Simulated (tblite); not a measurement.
Geometry relaxation, with input and output: CH11BNSi3 (part 1 of 4)

System: CH11BNSi3, multiplicity 2, SMILES [SiH2]N[SiH2]CB[SiH3].
Method: GFN2-xTB geometry optimisation, gas phase (tblite 0.8.0).

It belongs to a series of runs on one base structure; here: H removed from Si.

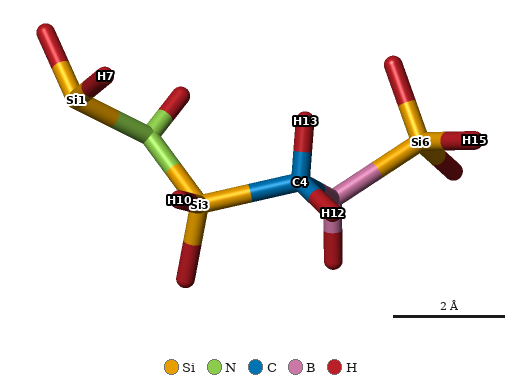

*The starting structure (stick view, seen at a tilt; atoms are numbered from 1 in the order of the input).*

The input:
```
{"job": {"kind": "relax", "xc": "GFN2-xTB", "basis": "xTB"}, "charge": 0, "multiplicity": 2}
Si     3.523500     0.016800     0.859300
N      1.750800    -0.173300     1.137800
Si     1.035900    -1.244200    -0.074500
C     -0.457700    -0.383600    -0.812700
B     -1.699700    -0.377200     0.206400
Si    -2.973200     1.072400    -0.130700
H      3.787800     0.404000    -0.539400
H      4.012800     1.128800     1.715700
H      1.264900     0.720000     1.269100
H      2.014300    -1.412700    -1.154900
H      0.635600    -2.531900     0.522000
H     -0.765200    -0.866000    -1.754300
H     -0.187300     0.688400    -0.922100
H     -2.205200    -1.386700     0.563600
H     -3.291900     1.201300    -1.563700
H     -4.183300     0.846500     0.675400
H     -2.269000     2.309600     0.291900
```

The first line tells a small driver script what to run in tblite; the rest is the geometry in Å.

Run on 1 CPU thread, shared host.

Run as:
```bash
OMP_NUM_THREADS=1 python <driver script> task.json out
```

The program's output:
```
step      E/eV     max force
  0    -462.94391    1.897
  1    -463.10880    1.505
  2    -463.31787    1.009
  3    -463.37279    0.693
  4    -463.44202    0.406
  5    -463.46294    0.412
  6    -463.50545    0.379
  7    -463.53231    0.366
  8    -463.56215    0.375
  9    -463.58558    0.385
 10    -463.60779    0.273
 11    -463.62276    0.246
 12    -463.63219    0.235
 13    -463.63941    0.233
 14    -463.64671    0.190
 15    -463.65654    0.296
 16    -463.66932    0.298
 17    -463.68202    0.354
 18    -463.69193    0.347
 19    -463.69825    0.324
 20    -463.70269    0.175
 21    -463.70619    0.210
 22    -463.71008    0.167
 23    -463.71351    0.207
 24    -463.71663    0.180
 25    -463.71868    0.129
 26    -463.72047    0.151
 27    -463.72234    0.134
 28    -463.72427    0.113
 29    -463.72599    0.096
 30    -463.72738    0.109
 31    -463.72862    0.107
 32    -463.72989    0.102
 33    -463.73109    0.092
 34    -463.73218    0.077
 35    -463.73337    0.097
 36    -463.73492    0.118
 37    -463.73696    0.132
 38    -463.73916    0.088
 39    -463.74106    0.097
 40    -463.74296    0.113
 41    -463.74561    0.174
 42    -463.74919    0.194
 43    -463.75295    0.152
 44    -463.75578    0.096
 45    -463.75758    0.087
 46    -463.75911    0.110
 47    -463.76108    0.112
 48    -463.76342    0.121
 49    -463.76584    0.138
 50    -463.76817    0.151
 51    -463.77076    0.158
 52    -463.77339    0.126
 53    -463.77627    0.135
 54    -463.77865    0.153
 55    -463.78174    0.163
 56    -463.78488    0.146
 57    -463.78792    0.097
 58    -463.79059    0.120
 59    -463.79392    0.156
 60    -463.79802    0.245
 61    -463.80454    0.317
 62    -463.81052    0.268
 63    -463.81925    0.237
 64    -463.82406    0.223
 65    -463.83453    0.351
 66    -463.84300    0.415
 67    -463.85526    0.338
 68    -463.86894    0.303
 69    -463.88227    0.322
 70    -463.89674    0.372
 71    -463.90443    0.370
 72    -463.90002    0.689
 73    -463.91280    0.350
 74    -463.91620    0.146
 75    -463.92040    0.203
 76    -463.93115    0.335
 77    -463.93537    0.157
 78    -463.93746    0.109
 79    -463.93834    0.114
 80    -463.93923    0.088
 81    -463.93999    0.079
 82    -463.94098    0.046
 83    -463.94138    0.055
 84    -463.94201    0.058
 85    -463.94247    0.044
 86    -463.94292    0.049
 87    -463.94326    0.039
 88    -463.94352    0.039
 89    -463.94371    0.035
 90    -463.94390    0.034
 91    -463.94410    0.031
 92    -463.94432    0.035
 93    -463.94455    0.042
 94    -463.94484    0.047
 95    -463.94517    0.059
 96    -463.94551    0.044
 97    -463.94579    0.047
 98    -463.94604    0.045
 99    -463.94634    0.061
100    -463.94673    0.076
101    -463.94714    0.057
102    -463.94748    0.064
103    -463.94777    0.065
104    -463.94807    0.056
105    -463.94843    0.063
106    -463.94878    0.042
107    -463.94901    0.055
108    -463.94914    0.025
109    -463.94926    0.032
110    -463.94941    0.027
111    -463.94954    0.037
112    -463.94973    0.049
113    -463.94997    0.066
114    -463.95034    0.082
115    -463.95086    0.098
116    -463.95159    0.089
117    -463.95249    0.078
118    -463.95341    0.063
119    -463.95407    0.055
120    -463.95446    0.143
121    -463.95434    0.117
122    -463.95526    0.052
123    -463.95574    0.063
124    -463.95763    0.110
125    -463.95893    0.089
126    -463.96000    0.062
127    -463.96098    0.055
128    -463.96145    0.048
129    -463.96189    0.053
130    -463.96223    0.057
131    -463.96253    0.059
132    -463.96289    0.048
133    -463.96334    0.048
134    -463.96379    0.041
135    -463.96420    0.037
136    -463.96447    0.037
137    -463.96466    0.039
138    -463.96485    0.040
139    -463.96505    0.041
140    -463.96524    0.027
141    -463.96536    0.039
142    -463.96545    0.032
143    -463.96554    0.025
144    -463.96571    0.025
145    -463.96584    0.023
146    -463.96596    0.019
147    -463.96606    0.039
148    -463.96615    0.024
149    -463.96625    0.022
150    -463.96636    0.023
151    -463.96647    0.020
152    -463.96659    0.029
153    -463.96674    0.032
154    -463.96691    0.035
155    -463.96714    0.040
156    -463.96738    0.042
157    -463.96773    0.043
158    -463.96801    0.047
159    -463.96837    0.031
160    -463.96857    0.035
161    -463.96873    0.038
162    -463.96888    0.039
163    -463.96902    0.036
164    -463.96917    0.034
165    -463.96942    0.034
166    -463.96969    0.051
167    -463.97005    0.060
168    -463.97038    0.064
169    -463.97047    0.065
170    -463.97089    0.073
171    -463.97117    0.051
172    -463.97174    0.050
173    -463.97263    0.108
174    -463.97341    0.109
175    -463.97422    0.104
176    -463.97512    0.103
177    -463.97561    0.071
178    -463.97619    0.054
179    -463.97699    0.043
180    -463.97723    0.036
181    -463.97754    0.029
182    -463.97771    0.031
183    -463.97785    0.032
184    -463.97794    0.021
185    -463.97800    0.022
186    -463.97812    0.024
187    -463.97828    0.038
188    -463.97847    0.041
189    -463.97864    0.034
190    -463.97876    0.022
191    -463.97886    0.016
192    -463.97892    0.016
193    -463.97897    0.017
194    -463.97899    0.011
195    -463.97901    0.010
```

Trajectory as extended XYZ (Å, eV, eV/Å), 48 of the 196 frames kept, from step=0 to step=195:
```
17
Properties=species:S:1:pos:R:3:forces:R:3 step=0 energy=-462.94391
Si    3.5235    0.0168    0.8593   -1.0280   0.6760   0.4080
N     1.7508   -0.1733    1.1378    0.9380   0.0810  -0.9070
Si    1.0359   -1.2442   -0.0745    0.2960   0.0140   0.5060
C    -0.4577   -0.3836   -0.8127   -0.7750   0.6210   1.1420
B    -1.6997   -0.3772    0.2064   -0.6190  -0.6500  -1.6710
Si   -2.9732    1.0724   -0.1307    0.5980   0.1460   0.7160
H     3.7878    0.4040   -0.5394    0.0890  -0.1780   0.1420
H     4.0128    1.1288    1.7157   -0.1690  -0.3770  -0.0660
H     1.2649    0.7200    1.2691    0.2650  -0.5700   0.0570
H     2.0143   -1.4127   -1.1549    0.0180  -0.2430  -0.0800
H     0.6356   -2.5319    0.5220    0.2400   0.1870   0.0110
H    -0.7652   -0.8660   -1.7543    0.2440   0.4720   0.4230
H    -0.1873    0.6884   -0.9221   -0.0650  -0.6650  -0.7610
H    -2.2052   -1.3867    0.5636    0.6420  -0.0460   0.2500
H    -3.2919    1.2013   -1.5637   -0.1040   0.0350   0.1590
H    -4.1833    0.8465    0.6754   -0.1440   0.3230  -0.1990
H    -2.2690    2.3096    0.2919   -0.4260   0.1730  -0.1300
17
Properties=species:S:1:pos:R:3:forces:R:3 step=4 energy=-463.44202
Si    3.5018    0.0798    0.8655    0.1140  -0.1750   0.1020
N     1.7955   -0.1672    1.0514    0.2120   0.1760  -0.0190
Si    1.0431   -1.2476   -0.0673    0.0000  -0.1520  -0.1340
C    -0.4728   -0.3659   -0.7402   -0.1800   0.1180  -0.1470
B    -1.8014   -0.4420    0.0592    0.2370  -0.1010   0.0920
Si   -2.9546    1.0877   -0.0853   -0.2070   0.1190  -0.0860
H     3.8024    0.3809   -0.5180    0.2060   0.0280  -0.2830
H     3.9972    1.1143    1.7381   -0.0060   0.2470   0.3220
H     1.2795    0.6672    1.2898   -0.0970  -0.0970   0.1600
H     2.0043   -1.4469   -1.1580   -0.0290  -0.1920  -0.1010
H     0.6679   -2.5191    0.5363    0.0990  -0.0900   0.1550
H    -0.7292   -0.8216   -1.6918    0.0340  -0.3230  -0.2120
H    -0.1920    0.6528   -1.0082    0.0020   0.1530   0.0100
H    -2.1313   -1.4245    0.5953    0.1040  -0.2650  -0.0070
H    -3.3022    1.2102   -1.5163   -0.1260   0.1560   0.0500
H    -4.2019    0.8985    0.6518   -0.2290   0.2770   0.0530
H    -2.3131    2.3553    0.2865   -0.1340   0.1180   0.0450
17
Properties=species:S:1:pos:R:3:forces:R:3 step=8 energy=-463.56215
Si    3.5542    0.0941    0.8759   -0.0190   0.3190  -0.0770
N     1.8339   -0.1448    0.9915   -0.0020  -0.0120  -0.1830
Si    1.0446   -1.2600   -0.0842    0.0410   0.1550   0.0880
C    -0.4877   -0.3568   -0.7674    0.0760  -0.2360  -0.0670
B    -1.8170   -0.4742    0.0414    0.0640   0.2340   0.1670
Si   -2.9884    1.1015   -0.0715    0.0500  -0.1710   0.1200
H     3.8592    0.3720   -0.5458    0.1180  -0.0310   0.3550
H     3.9793    1.1522    1.8118   -0.1510  -0.1860  -0.1770
H     1.2668    0.6196    1.3414    0.1930  -0.2050   0.0560
H     1.9906   -1.5130   -1.1847   -0.0850  -0.1030   0.0210
H     0.7085   -2.5304    0.5807    0.0640   0.1640  -0.0090
H    -0.7028   -0.8748   -1.7074    0.0080   0.0130  -0.0320
H    -0.2018    0.6687   -1.0424   -0.1630  -0.2220   0.0160
H    -2.0702   -1.4943    0.5940    0.0230   0.2370  -0.2480
H    -3.3432    1.2575   -1.4931   -0.0990   0.0960  -0.0390
H    -4.2644    0.9952    0.6531   -0.0030   0.1400   0.0000
H    -2.3685    2.3994    0.2958   -0.1150  -0.1900   0.0100
17
Properties=species:S:1:pos:R:3:forces:R:3 step=12 energy=-463.63219
Si    3.5795    0.1409    0.8745   -0.0100  -0.1890   0.0790
N     1.8682   -0.1254    0.9228   -0.0360   0.0410  -0.0280
Si    1.0514   -1.2547   -0.0928   -0.0150  -0.0660  -0.1100
C    -0.4929   -0.3846   -0.7901   -0.0040   0.0170   0.0200
B    -1.8051   -0.4590    0.0504   -0.0050   0.0050  -0.1140
Si   -3.0117    1.0892   -0.0520   -0.0780   0.0490  -0.1130
H     3.9267    0.3664   -0.5147    0.1910   0.0910  -0.1020
H     3.9425    1.1594    1.8395   -0.0230   0.1650   0.0640
H     1.2914    0.5545    1.3924    0.0690  -0.0180   0.1140
H     1.9654   -1.5752   -1.1976   -0.0020  -0.0180  -0.0070
H     0.7460   -2.5065    0.6113   -0.0270   0.0710   0.0520
H    -0.6872   -0.9125   -1.7274   -0.0730  -0.0100   0.0240
H    -0.2342    0.6404   -1.0666    0.0480  -0.0320  -0.1180
H    -2.0328   -1.4990    0.5523   -0.1660   0.0760   0.0230
H    -3.3866    1.3028   -1.4749    0.0040  -0.0580   0.1250
H    -4.3042    1.0816    0.6552    0.0650  -0.0720   0.0230
H    -2.4233    2.3940    0.3068    0.0620  -0.0510   0.0690
17
Properties=species:S:1:pos:R:3:forces:R:3 step=17 energy=-463.68202
Si    3.6054    0.1263    0.8947    0.1560   0.2850  -0.1270
N     1.8839   -0.0949    0.8536    0.1610  -0.0060  -0.0580
Si    1.0532   -1.2559   -0.1222    0.0070   0.0990   0.0830
C    -0.5000   -0.3985   -0.8139    0.0180   0.0040  -0.1170
B    -1.8156   -0.4391    0.0143   -0.1170  -0.0600   0.0440
Si   -3.0334    1.0909   -0.0535    0.0450   0.0570   0.0580
H     4.0579    0.3988   -0.4862   -0.0550  -0.0730   0.3420
H     3.8912    1.2096    1.8531   -0.0700  -0.1640  -0.1680
H     1.3466    0.4879    1.4762   -0.0420  -0.0930  -0.0320
H     1.9557   -1.6287   -1.2197   -0.0030   0.0410   0.0370
H     0.7531   -2.4594    0.6597   -0.0630  -0.0250   0.0170
H    -0.7186   -0.9491   -1.7321   -0.0510  -0.0940  -0.0160
H    -0.2302    0.6068   -1.1398    0.0420   0.0640  -0.0460
H    -2.0930   -1.4571    0.5293   -0.0360  -0.0760   0.0250
H    -3.4300    1.3140   -1.4492   -0.0700   0.0360  -0.1580
H    -4.3073    1.0972    0.6755   -0.0290  -0.1310   0.0710
H    -2.4258    2.3634    0.3492    0.1090   0.1340   0.0450
17
Properties=species:S:1:pos:R:3:forces:R:3 step=21 energy=-463.70619
Si    3.6280    0.1455    0.8964   -0.0300  -0.0210   0.0690
N     1.9077   -0.0777    0.8194   -0.0510   0.0390   0.0690
Si    1.0540   -1.2476   -0.1258   -0.0300   0.0020   0.0150
C    -0.5065   -0.4032   -0.8335   -0.0380  -0.0270   0.0090
B    -1.8296   -0.4378   -0.0012    0.0120   0.0190   0.0050
Si   -3.0399    1.1030   -0.0508    0.0180   0.0620  -0.0260
H     4.1144    0.4057   -0.4467    0.0550  -0.0100  -0.0890
H     3.8627    1.2212    1.8475    0.0250   0.0900   0.0670
H     1.3705    0.4405    1.5033    0.0690  -0.1350  -0.1450
H     1.9500   -1.6462   -1.2226   -0.0210   0.0610   0.0740
H     0.7485   -2.4393    0.6820   -0.0470   0.0480  -0.0330
H    -0.7368   -0.9774   -1.7361    0.0120  -0.0470   0.0020
H    -0.2262    0.5968   -1.1787   -0.0620  -0.0490  -0.0100
H    -2.1213   -1.4509    0.5220    0.0290  -0.0360  -0.0360
H    -3.4567    1.3245   -1.4512   -0.0140   0.0510   0.0160
H    -4.3108    1.0878    0.6926    0.0430  -0.0960   0.0260
H    -2.4149    2.3671    0.3724    0.0290   0.0470  -0.0130
17
Properties=species:S:1:pos:R:3:forces:R:3 step=25 energy=-463.71868
Si    3.6452    0.1615    0.9093    0.0300   0.0440  -0.0140
N     1.9270   -0.0696    0.7883    0.0200  -0.0490  -0.0120
Si    1.0454   -1.2388   -0.1281   -0.0120  -0.0110  -0.0270
C    -0.5202   -0.4167   -0.8482   -0.0270   0.0060  -0.0130
B    -1.8400   -0.4318   -0.0125   -0.0140   0.0000  -0.0090
Si   -3.0406    1.1246   -0.0527    0.0590  -0.0660   0.0440
H     4.1749    0.4069   -0.4276   -0.0210  -0.0300   0.0380
H     3.8436    1.2533    1.8590    0.0070   0.0150  -0.0110
H     1.3942    0.3824    1.5113   -0.0520   0.0860   0.0810
H     1.9415   -1.6477   -1.2089    0.0570   0.0030  -0.0580
H     0.7318   -2.4111    0.6949   -0.0680  -0.0370   0.0280
H    -0.7474   -1.0134   -1.7374    0.0160  -0.0440   0.0200
H    -0.2416    0.5739   -1.2159   -0.0430   0.0030  -0.0300
H    -2.1359   -1.4503    0.5030    0.0080   0.0350  -0.0340
H    -3.4831    1.3496   -1.4453    0.0090   0.0720   0.0450
H    -4.2999    1.0586    0.7125    0.0720  -0.0190   0.0000
H    -2.4021    2.3806    0.3874   -0.0410  -0.0080  -0.0460
17
Properties=species:S:1:pos:R:3:forces:R:3 step=29 energy=-463.72599
Si    3.6472    0.1728    0.9148   -0.0690  -0.0090   0.0210
N     1.9284   -0.0797    0.7956   -0.0240   0.0250   0.0680
Si    1.0397   -1.2393   -0.1299    0.0660  -0.0090   0.0180
C    -0.5286   -0.4201   -0.8534    0.0870  -0.0260  -0.0310
B    -1.8416   -0.4316   -0.0161    0.0670  -0.0380  -0.0280
Si   -3.0232    1.1237   -0.0488   -0.0440   0.0410  -0.0330
H     4.1777    0.3970   -0.4225   -0.0050  -0.0100   0.0030
H     3.8478    1.2698    1.8585   -0.0130   0.0070  -0.0310
H     1.3902    0.3862    1.5106    0.0260   0.0120  -0.0130
H     1.9532   -1.6319   -1.2091   -0.0270  -0.0080   0.0150
H     0.6998   -2.4106    0.6942   -0.0110   0.0320  -0.0450
H    -0.7464   -1.0348   -1.7315   -0.0070  -0.0260  -0.0190
H    -0.2601    0.5685   -1.2306    0.0040   0.0030  -0.0610
H    -2.1392   -1.4478    0.4916   -0.0350  -0.0610   0.0260
H    -3.4818    1.3753   -1.4324    0.0140   0.0270   0.0400
H    -4.2703    1.0261    0.7221   -0.0250   0.0210   0.0570
H    -2.3998    2.3886    0.3758   -0.0040   0.0190   0.0120
17
Properties=species:S:1:pos:R:3:forces:R:3 step=33 energy=-463.73109
Si    3.6447    0.1828    0.9238    0.0310  -0.0210   0.0040
N     1.9297   -0.0789    0.8019   -0.0200  -0.0010   0.0230
Si    1.0475   -1.2374   -0.1310   -0.0430   0.0520  -0.0090
C    -0.5212   -0.4308   -0.8702   -0.0600   0.0000  -0.0070
B    -1.8339   -0.4373   -0.0281   -0.0470   0.0150   0.0000
Si   -3.0194    1.1274   -0.0453    0.0340  -0.0350   0.0480
H     4.1969    0.3889   -0.4086   -0.0320  -0.0130   0.0140
H     3.8385    1.2910    1.8539   -0.0140   0.0240  -0.0170
H     1.3966    0.3811    1.5229   -0.0360   0.0200   0.0030
H     1.9557   -1.6335   -1.2104    0.0190  -0.0190   0.0140
H     0.6766   -2.3978    0.6919    0.0260  -0.0030  -0.0240
H    -0.7481   -1.0651   -1.7333    0.0420  -0.0030  -0.0100
H    -0.2723    0.5568   -1.2674    0.0500  -0.0700  -0.0340
H    -2.1512   -1.4533    0.4813    0.0470   0.0350  -0.0370
H    -3.4889    1.4072   -1.4152   -0.0180  -0.0010  -0.0230
H    -4.2561    1.0141    0.7457    0.0130   0.0280   0.0190
H    -2.4022    2.3969    0.3772    0.0090  -0.0080   0.0370
```
